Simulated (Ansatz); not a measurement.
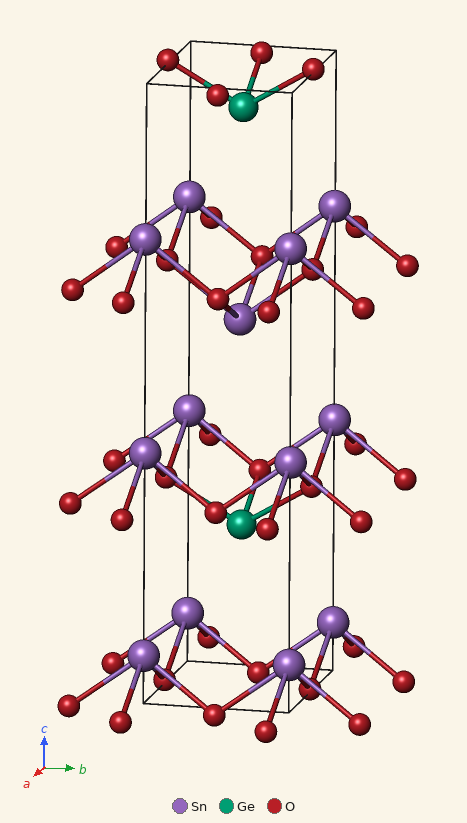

The image is a ball-and-stick drawing of a crystal, viewed slightly off an axis. The wireframe shows the conventional unit cell. A few atoms beyond the faces are included.

Sn2GeO3, space group Pm (No. 6), a = 4.150 Å, b = 3.516 Å, c = 14.910 Å, α = 90.00°, β = 91.21°, γ = 90.00°. It goes back to a structure type filled with these elements by a generator (whether the compound takes this form wasn't checked). Earlier steps of the study, as a rule a relaxation of our own, may have changed the cell and positions, so they can lie some per cent off the listed ones. It went into a calculation with Ansatz.

This one geometry was computed with Ansatz (DFT, plane waves, PAW) at three levels of theory: PBE, LDA and r2SCAN.

Which level gives the highest pressure at this volume, and what does that say about its equilibrium volume?

Answer. Highest: PBE (0.0 GPa), which points to the largest equilibrium volume. Lowest, with the smallest volume: LDA (-6.4 GPa). Levels within 0.5 GPa of each other can't be told apart.

How does the band gap change with the level of theory?

Answer. PBE: a gap of 0.87 eV, indirect; LDA: a gap of 0.88 eV, indirect; r2SCAN: a gap of 1.11 eV, indirect.

Collect the results in a table.

Answer.
| level | cutoff (eV) | k-mesh of the run's cell | gap (eV) | pressure (GPa) |
| --- | --- | --- | --- | --- |
| PBE | 420 | 8×8×2 | 0.87 | 0.0 |
| LDA | 420 | 8×8×2 | 0.88 | -6.4 |
| r2SCAN | 500 | 8×8×2 | 1.11 | -3.9 |

Gaps are taken on the k-mesh or band path of each run.
